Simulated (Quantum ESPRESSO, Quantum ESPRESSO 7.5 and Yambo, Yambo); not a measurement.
# A GW chain in Yambo: CdTe (F-43m)

Aim: the G0W0 gap of CdTe (F-43m) on PBE, step by step.

Method: PBE and many-body steps on it, plane waves, in Quantum ESPRESSO 7.5 and Yambo 5.3.0.

**What was measured.**

- Gap 1.48 ± 0.02 eV: direct optical gap from Tauc analysis, 1.5 h deposition; UV-vis diffuse reflectance; film (electrodeposited 1.5 h on FTO, Te-rich) (“Electrodeposition of CdTe Thin Films for Solar Energy Water Splitting”, 2020, pmc:7177234).

- Gap 1.592 eV: near-band-edge L1 bound-exciton energy extrapolated to 0 K (Varshni), slightly below the true gap; temperature-dependent photoluminescence; 0 K; bulk crystal (vertical Bridgman single crystal) (“Photoluminescence characteristics of Cd1-xMnxTe single crystals grown by the vertical Bridgman method”, 2012, pmc:3275455).

- Gap 1.32 ± 0.02 eV: direct optical gap from Tauc analysis, 2.5 h deposition; UV-vis diffuse reflectance; film (electrodeposited 2.5 h on FTO, nearly stoichiometric) (“Electrodeposition of CdTe Thin Films for Solar Energy Water Splitting”, 2020, pmc:7177234).

## (1) The structure

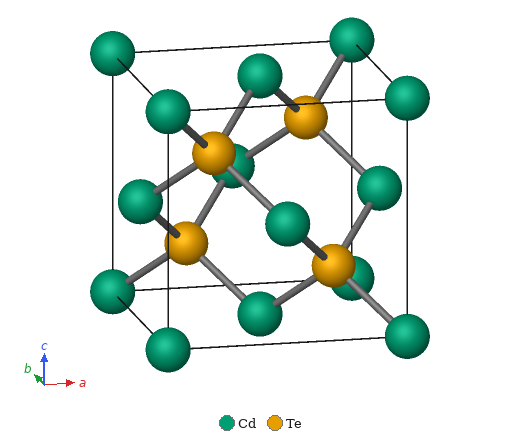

The cell as given, slightly off an axis (cadmium teal, tellurium orange). This picture shows the conventional cell, with its axes. Bonds to atoms that aren't drawn are left out. Some periodic images of atoms are drawn too.

The cell and positions come from the Crystallography Open Database and are kept as given unless a step says otherwise. Spin-orbit coupling is left out unless a step names it.

## (2) Ground state

This step: Quantum ESPRESSO 7.5; DFT, PBE, plane waves, norm-conserving pseudopotentials.

The ground-state density comes first.

Contents of pw.in:

```
&control
  calculation = 'scf'
  prefix = 'x'
  outdir = 'o'
  pseudo_dir = 'pseudo'
/
&system
  ibrav = 0
  nat = 2
  ntyp = 2
  ecutwfc = 94.0
  nbnd = 27
  force_symmorphic = .true.
/
&electrons
  conv_thr = 1e-10
  electron_maxstep = 80
  mixing_beta = 0.5
/
ATOMIC_SPECIES
  Cd 112.41 Cd.upf
  Te 127.6 Te.upf
CELL_PARAMETERS angstrom
  0.0000000000 3.2400000000 3.2400000000
  3.2400000000 0.0000000000 3.2400000000
  3.2400000000 3.2400000000 0.0000000000
ATOMIC_POSITIONS crystal
  Cd 0.0000000000 0.0000000000 0.0000000000
  Te 0.2500000000 0.2500000000 0.2500000000
K_POINTS automatic
  6 6 6 0 0 0
```

The run is started by

```bash
> OMP_NUM_THREADS=1 mpirun -n 4 pw.x -nk 4 -in pw.in > pw.out
```

The log of the run:

```text
Program PWSCF v.7.5 starts

     This program is part of the open-source Quantum ESPRESSO suite
     for quantum simulation of materials; please cite
         "P. Giannozzi et al., J. Phys.:Condens. Matter 21 395502 (2009);
         "P. Giannozzi et al., J. Phys.:Condens. Matter 29 465901 (2017);
         "P. Giannozzi et al., J. Chem. Phys. 152 154105 (2020);
     in publications or presentations arising from this work. More details at
     Message from routine setup:
     using ibrav=0 with symmetry is DISCOURAGED, use correct ibrav instead

     G-vector sticks info

     bravais-lattice index     =            0
     lattice parameter (alat)  =       8.6588  a.u.
     unit-cell volume          =     459.0517 (a.u.)^3
     number of atoms/cell      =            2
     number of atomic types    =            2
     number of electrons       =        44.00
     number of Kohn-Sham states=           27
     kinetic-energy cutoff     =      94.0000  Ry
     charge density cutoff     =     376.0000  Ry
     scf convergence threshold =      1.0E-10
     mixing beta               =       0.5000
     number of iterations used =            8  plain     mixing
     Exchange-correlation= PBE
                           (   1   4   3   4   0   0   0)

     celldm(1)=   8.658823  celldm(2)=   0.000000  celldm(3)=   0.000000
     celldm(4)=   0.000000  celldm(5)=   0.000000  celldm(6)=   0.000000

     crystal axes: (cart. coord. in units of alat)
               a(1) = (   0.000000   0.707107   0.707107 )
               a(2) = (   0.707107   0.000000   0.707107 )
               a(3) = (   0.707107   0.707107   0.000000 )

     reciprocal axes: (cart. coord. in units 2 pi/alat)
               b(1) = ( -0.707107  0.707107  0.707107 )
               b(2) = (  0.707107 -0.707107  0.707107 )
               b(3) = (  0.707107  0.707107 -0.707107 )
     Pseudo is Norm-conserving + core correction, Zval = 20.0
     Generated using ONCVPSP code by D. R. Hamann
     Using radial grid of 1368 points,  6 beta functions with:
     Pseudo is Norm-conserving + core correction, Zval = 24.0
     Generated using ONCVPSP code by D. R. Hamann
     Using radial grid of 1294 points,  8 beta functions with:
     Cd               20.00   112.41000     Cd( 1.00)
     Te               24.00   127.60000     Te( 1.00)

     24 Sym. Ops. (no inversion) found

   Cartesian axes

     site n.     atom                  positions (alat units)
         1        Cd     tau(   1) = (   0.0000000   0.0000000   0.0000000  )
         2        Te     tau(   2) = (   0.3535534   0.3535534   0.3535534  )

     number of k points=    16
                       cart. coord. in units 2pi/alat
        k(    1) = (   0.0000000   0.0000000   0.0000000), wk =   0.0092593
        k(    2) = (   0.1178511   0.1178511  -0.1178511), wk =   0.0740741
        k(    3) = (   0.2357023   0.2357023  -0.2357023), wk =   0.0740741
        k(    4) = (  -0.3535534  -0.3535534   0.3535534), wk =   0.0370370
        k(    5) = (   0.2357023   0.0000000  -0.0000000), wk =   0.0555556
        k(    6) = (   0.3535534   0.1178511  -0.1178511), wk =   0.2222222
        k(    7) = (  -0.2357023  -0.4714045   0.4714045), wk =   0.2222222
        k(    8) = (  -0.1178511  -0.3535534   0.3535534), wk =   0.2222222
        k(    9) = (   0.0000000  -0.2357023   0.2357023), wk =   0.1111111
        k(   10) = (   0.4714045   0.0000000  -0.0000000), wk =   0.0555556
     [... 4 further rows ...]
        k(   15) = (  -0.1178511  -0.3535534   0.5892557), wk =   0.2222222
        k(   16) = (  -0.7071068   0.2357023   0.0000000), wk =   0.1111111

     Dense  grid:    56833 G-vectors     FFT dimensions: (  54,  54,  54)

     Initial potential from superposition of free atoms

     starting charge      43.9996, renormalised to      44.0000
     Starting wfcs are   23 randomized atomic wfcs +    4 random wfcs

     per-process dynamical memory:    48.1 Mb

     Self-consistent Calculation

     iteration #  1     ecut=    94.00 Ry     beta= 0.50

     Threshold (ethr) on eigenvalues was too large:
     Diagonalizing with lowered threshold

     total energy              =    -911.71303440 Ry
     estimated scf accuracy    <       0.05445599 Ry

     iteration #  2     ecut=    94.00 Ry     beta= 0.50

     total energy              =    -911.72582198 Ry
     estimated scf accuracy    <       0.00649679 Ry

     iteration #  3     ecut=    94.00 Ry     beta= 0.50

     total energy              =    -911.72678033 Ry
     estimated scf accuracy    <       0.00078054 Ry

     iteration #  4     ecut=    94.00 Ry     beta= 0.50

     total energy              =    -911.72684356 Ry
     estimated scf accuracy    <       0.00003914 Ry

     iteration #  5     ecut=    94.00 Ry     beta= 0.50

     total energy              =    -911.72684964 Ry
     estimated scf accuracy    <       0.00000207 Ry

     iteration #  6     ecut=    94.00 Ry     beta= 0.50

     total energy              =    -911.72685028 Ry
     estimated scf accuracy    <       0.00000020 Ry

     iteration #  7     ecut=    94.00 Ry     beta= 0.50

     total energy              =    -911.72685033 Ry
     estimated scf accuracy    <       0.00000004 Ry

     iteration #  8     ecut=    94.00 Ry     beta= 0.50

     total energy              =    -911.72685034 Ry
     estimated scf accuracy    <          1.3E-09 Ry

     iteration #  9     ecut=    94.00 Ry     beta= 0.50

     End of self-consistent calculation

          k = 0.0000 0.0000 0.0000 (  7119 PWs)   bands (ev):

  -150.4559-100.4825-100.4825-100.4825 -93.9053 -54.9601 -54.9601 -54.9601
   -27.7572 -27.7572 -27.7572 -27.7493 -27.7493  -2.9059  -0.0114  -0.0114
    -0.0114   0.2489   0.2489   8.2696   8.2696   8.2696   9.0401  12.8896
    12.8896  12.8896  15.7323

          k = 0.1179 0.1179-0.1179 (  7099 PWs)   bands (ev):

  -150.4559-100.4825-100.4825-100.4825 -93.9053 -54.9601 -54.9601 -54.9601
   -27.7572 -27.7571 -27.7571 -27.7493 -27.7493  -2.8061   0.0073   0.0073
     0.0721   0.2477   0.2477   6.5355   8.0422   8.0422  10.1291  13.0047
    13.2280  13.2280  16.8030

          k = 0.2357 0.2357-0.2357 (  7072 PWs)   bands (ev):

  -150.4559-100.4825-100.4825-100.4825 -93.9053 -54.9602 -54.9601 -54.9601
   -27.7572 -27.7569 -27.7569 -27.7492 -27.7492  -2.6065   0.0395   0.0395
     0.2517   0.2517   0.3518   4.6935   7.6614   7.6614  10.2025  13.5145
    13.5145  14.5341  16.3414

          k =-0.3536-0.3536 0.3536 (  7120 PWs)   bands (ev):

     [... further k-points ...]

     highest occupied, lowest unoccupied level (ev):     8.2696    9.0401

!    total energy              =    -911.72685034 Ry
     estimated scf accuracy    <          4.7E-11 Ry

     The total energy is the sum of the following terms:
     one-electron contribution =    -703.52208015 Ry
     hartree contribution      =     340.89972353 Ry
     xc contribution           =    -120.80708531 Ry
     ewald contribution        =    -428.29740841 Ry

     convergence has been achieved in   9 iterations

     XML data file, charge density, pseudopotentials, collected wavefunctions

=------------------------------------------------------------------------------=
   JOB DONE.
=------------------------------------------------------------------------------=
```

Elapsed: 18 s, on 4 MPI ranks of Arm Neoverse V1, shared host; peak memory 0.39 GiB; 73 s of CPU time.

This step gave:

```yaml
total_energy: -12404.6757 eV
gap: 0.7705 eV
k_of_the_valence_top: 0, 0, 0
k_of_the_conduction_bottom: 0, 0, 0
least_direct_gap: 0.7705 eV
```

The gap is direct, at Γ.

## (3) Bands along the symmetry lines

Levels along a band path, at the cheap level, show where the edges lie and whether the meshes to come will hold them.

Contents of pw.in:

```
&control
  calculation = 'bands'
  prefix = 'x'
  outdir = 'o'
  pseudo_dir = 'pseudo'
/
&system
  ibrav = 0
  nat = 2
  ntyp = 2
  ecutwfc = 94.0
  nbnd = 28
  force_symmorphic = .true.
/
&electrons
  conv_thr = 1e-9
  electron_maxstep = 80
  diago_full_acc = .true.
  diago_thr_init = 5e-6
/
ATOMIC_SPECIES
  Cd 112.41 Cd.upf
  Te 127.6 Te.upf
CELL_PARAMETERS angstrom
  0.0000000000 3.2400000000 3.2400000000
  3.2400000000 0.0000000000 3.2400000000
  3.2400000000 3.2400000000 0.0000000000
ATOMIC_POSITIONS crystal
  Cd 0.0000000000 0.0000000000 0.0000000000
  Te 0.2500000000 0.2500000000 0.2500000000
K_POINTS crystal
  50
  0.00000000 0.00000000 0.00000000 1
  -0.06250000 -0.06250000 0.00000000 1
  -0.12500000 -0.12500000 0.00000000 1
  -0.18750000 -0.18750000 0.00000000 1
  -0.25000000 -0.25000000 0.00000000 1
  -0.31250000 -0.31250000 0.00000000 1
  -0.37500000 -0.37500000 0.00000000 1
  -0.43750000 -0.43750000 0.00000000 1
  -0.50000000 -0.50000000 0.00000000 1
  -0.48437500 -0.48437500 0.03125000 1
  -0.46875000 -0.46875000 0.06250000 1
  -0.45312500 -0.45312500 0.09375000 1
  -0.43750000 -0.43750000 0.12500000 1
  -0.42187500 -0.42187500 0.15625000 1
  -0.40625000 -0.40625000 0.18750000 1
  -0.39062500 -0.39062500 0.21875000 1
  -0.37500000 -0.37500000 0.25000000 1
  -0.37500000 0.00000000 0.37500000 1
  -0.32812500 0.00000000 0.32812500 1
  -0.28125000 0.00000000 0.28125000 1
  -0.23437500 0.00000000 0.23437500 1
  -0.18750000 0.00000000 0.18750000 1
  -0.14062500 0.00000000 0.14062500 1
  -0.09375000 0.00000000 0.09375000 1
  -0.04687500 0.00000000 0.04687500 1
  0.00000000 0.00000000 0.00000000 1
  0.00000000 0.00000000 0.06250000 1
  0.00000000 0.00000000 0.12500000 1
  0.00000000 0.00000000 0.18750000 1
  0.00000000 0.00000000 0.25000000 1
  0.00000000 0.00000000 0.31250000 1
  0.00000000 0.00000000 0.37500000 1
  0.00000000 0.00000000 0.43750000 1
  0.00000000 0.00000000 0.50000000 1
  -0.06250000 -0.03125000 0.46875000 1
  -0.12500000 -0.06250000 0.43750000 1
  -0.18750000 -0.09375000 0.40625000 1
  -0.25000000 -0.12500000 0.37500000 1
  -0.31250000 -0.15625000 0.34375000 1
  -0.37500000 -0.18750000 0.31250000 1
  -0.43750000 -0.21875000 0.28125000 1
  -0.50000000 -0.25000000 0.25000000 1
  -0.50000000 -0.28125000 0.21875000 1
  -0.50000000 -0.31250000 0.18750000 1
  -0.50000000 -0.34375000 0.15625000 1
  -0.50000000 -0.37500000 0.12500000 1
  -0.50000000 -0.40625000 0.09375000 1
  -0.50000000 -0.43750000 0.06250000 1
  -0.50000000 -0.46875000 0.03125000 1
  -0.50000000 -0.50000000 0.00000000 1
```

The log of the run:

```text
[banner, memory and clock lines left out]
Program PWSCF v.7.5 starts

     Atomic positions and unit cell read from directory:
     o/x.save/

     Message from routine setup:
     using ibrav=0 with symmetry is DISCOURAGED, use correct ibrav instead

     G-vector sticks info

     bravais-lattice index     =            0
     lattice parameter (alat)  =       8.6588  a.u.
     unit-cell volume          =     459.0517 (a.u.)^3
     number of atoms/cell      =            2
     number of atomic types    =            2
     number of electrons       =        44.00
     number of Kohn-Sham states=           28
     kinetic-energy cutoff     =      94.0000  Ry
     charge density cutoff     =     376.0000  Ry
     Exchange-correlation= PBE
                           (   1   4   3   4   0   0   0)

     celldm(1)=   8.658823  celldm(2)=   0.000000  celldm(3)=   0.000000
     celldm(4)=   0.000000  celldm(5)=   0.000000  celldm(6)=   0.000000

     crystal axes: (cart. coord. in units of alat)
               a(1) = (   0.000000   0.707107   0.707107 )
               a(2) = (   0.707107   0.000000   0.707107 )
               a(3) = (   0.707107   0.707107   0.000000 )

     reciprocal axes: (cart. coord. in units 2 pi/alat)
               b(1) = ( -0.707107  0.707107  0.707107 )
               b(2) = (  0.707107 -0.707107  0.707107 )
               b(3) = (  0.707107  0.707107 -0.707107 )
     Pseudo is Norm-conserving + core correction, Zval = 20.0
     Generated using ONCVPSP code by D. R. Hamann
     Using radial grid of 1368 points,  6 beta functions with:
     Pseudo is Norm-conserving + core correction, Zval = 24.0
     Generated using ONCVPSP code by D. R. Hamann
     Using radial grid of 1294 points,  8 beta functions with:
     Cd               20.00   112.41000     Cd( 1.00)
     Te               24.00   127.60000     Te( 1.00)

     24 Sym. Ops. (no inversion) found

   Cartesian axes

     site n.     atom                  positions (alat units)
         1        Cd     tau(   1) = (   0.0000000   0.0000000   0.0000000  )
         2        Te     tau(   2) = (   0.3535534   0.3535534   0.3535534  )

     number of k points=    50
                       cart. coord. in units 2pi/alat
        k(    1) = (   0.0000000   0.0000000   0.0000000), wk =   0.0400000
        k(    2) = (   0.0000000   0.0000000  -0.0883883), wk =   0.0400000
        k(    3) = (   0.0000000   0.0000000  -0.1767767), wk =   0.0400000
[...]
[... 38 further rows ...]
        k(   49) = (   0.0441942  -0.0000000  -0.7071068), wk =   0.0400000
        k(   50) = (   0.0000000   0.0000000  -0.7071068), wk =   0.0400000

     Dense  grid:    56833 G-vectors     FFT dimensions: (  54,  54,  54)

     The potential is recalculated from file :
     o/x.save/charge-density

     Starting wfcs are   23 randomized atomic wfcs +    5 random wfcs

     Band Structure Calculation

     End of band structure calculation

          k = 0.0000 0.0000 0.0000 (  7119 PWs)   bands (ev):

  -150.4559-100.4824-100.4824-100.4824 -93.9054 -54.9602 -54.9602 -54.9602
   -27.7572 -27.7572 -27.7572 -27.7493 -27.7493  -2.9059  -0.0114  -0.0114
    -0.0114   0.2488   0.2488   8.2696   8.2696   8.2696   9.0401  12.8896
    12.8896  12.8896  15.7323  17.7426

          k = 0.0000 0.0000-0.0884 (  7055 PWs)   bands (ev):

  -150.4559-100.4824-100.4824-100.4824 -93.9054 -54.9602 -54.9602 -54.9602
   -27.7572 -27.7570 -27.7570 -27.7493 -27.7492  -2.8857  -0.0057  -0.0057
[...]
13.0421  13.0421  16.0292  16.9638

          k = 0.0000 0.0000-0.1768 (  7075 PWs)   bands (ev):

  -150.4559-100.4824-100.4824-100.4824 -93.9054 -54.9602 -54.9602 -54.9602
[...]
13.4575  13.4575  15.9608  16.8536

          k =-0.0000 0.0000-0.2652 (  7055 PWs)   bands (ev):

[...]
k = 0.0000 0.0000-0.3536 (  7059 PWs)   bands (ev):

[...]
k = 0.0000-0.0000-0.4419 (  7059 PWs)   bands (ev):

[...]
k =-0.0000 0.0000-0.5303 (  7055 PWs)   bands (ev):

[...]
k = 0.0000-0.0000-0.6187 (  7071 PWs)   bands (ev):

[...]
k = 0.5303-0.0000-0.5303 (  7030 PWs)   bands (ev):

[...]
k = 0.0000 0.0000 0.0000 (  7119 PWs)   bands (ev):

[...]
k = 0.1326 0.0000-0.7071 (  7056 PWs)   bands (ev):

[...]
k = 0.0884-0.0000-0.7071 (  7054 PWs)   bands (ev):

[...]
k = 0.0442-0.0000-0.7071 (  7066 PWs)   bands (ev):

  -150.4559-100.4824-100.4824-100.4824 -93.9054 -54.9602 -54.9602 -54.9602
[...]
16.9418  17.2513  17.5044  19.2383

          k = 0.0000 0.0000-0.7071 (  7078 PWs)   bands (ev):

  -150.4559-100.4824-100.4824-100.4824 -93.9054 -54.9603 -54.9602 -54.9602
   -27.7578 -27.7566 -27.7566 -27.7494 -27.7490  -2.3880   0.1439   0.1529
     0.1529   0.2791   0.7400   3.9680   6.4086   6.4086  10.8859  10.9507
    17.0978  17.4167  17.4167  19.2021

     XML data file, pseudopotentials, collected wavefunctions
```

It took 14 s on 4 MPI ranks; peak memory 0.31 GiB.

This step gave:

```yaml
gap: 0.7705 eV
k_of_the_valence_top: 0, 0, 0
k_of_the_conduction_bottom: 0, 0, 0
least_direct_gap: 0.7705 eV
```

The gap is 0.770 eV, as in the run before at this level.

The electronic bands at the labelled points (eV, zero at the top of the highest filled band):

| point | band 19 | band 20 | band 21 | band 22 | band 23 | band 24 | band 25 | band 26 |
| --- | --- | --- | --- | --- | --- | --- | --- | --- |
| Γ | -8.02 | 0.00 | 0.00 | 0.00 | 0.77 | 4.62 | 4.62 | 4.62 |
| X | -7.53 | -4.30 | -1.86 | -1.86 | 2.62 | 2.68 | 8.83 | 9.15 |
| U | -7.48 | -4.20 | -2.55 | -1.54 | 2.91 | 4.53 | 7.36 | 7.48 |
| jump to K | -7.48 | -4.20 | -2.55 | -1.54 | 2.91 | 4.53 | 7.36 | 7.48 |
| Γ | -8.02 | 0.00 | 0.00 | 0.00 | 0.77 | 4.62 | 4.62 | 4.62 |
| L | -7.67 | -4.42 | -0.77 | -0.77 | 1.82 | 5.21 | 5.21 | 7.07 |
| W | -7.45 | -4.18 | -2.32 | -2.19 | 4.26 | 4.69 | 5.57 | 6.32 |
| X | -7.53 | -4.30 | -1.86 | -1.86 | 2.62 | 2.68 | 8.83 | 9.15 |

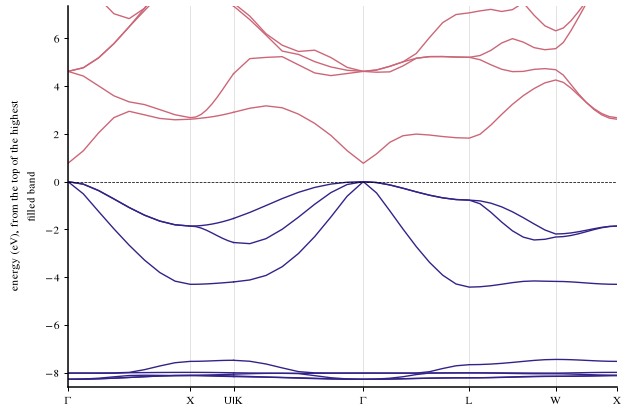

Electronic bands along the path; lines of filled and empty bands in two colours.

(Part 1 of 3 ends here.)

[Paths, hosts, dates, memory and timing lines, banners, echoed tables and standing remarks are left out of the program output.]

[Logs are printed without paths, hosts, clocks, repeated set-up lines and the standing remarks that a program may print on its own settings, such as how far it seeks lower states.]

[Runs of the session that timed out or met a known fault of the program may be left out.]

[Hosts, paths, dates, database ids (printed as entryN), source tags and the programs' standing remarks are cut or masked in the printed files.]
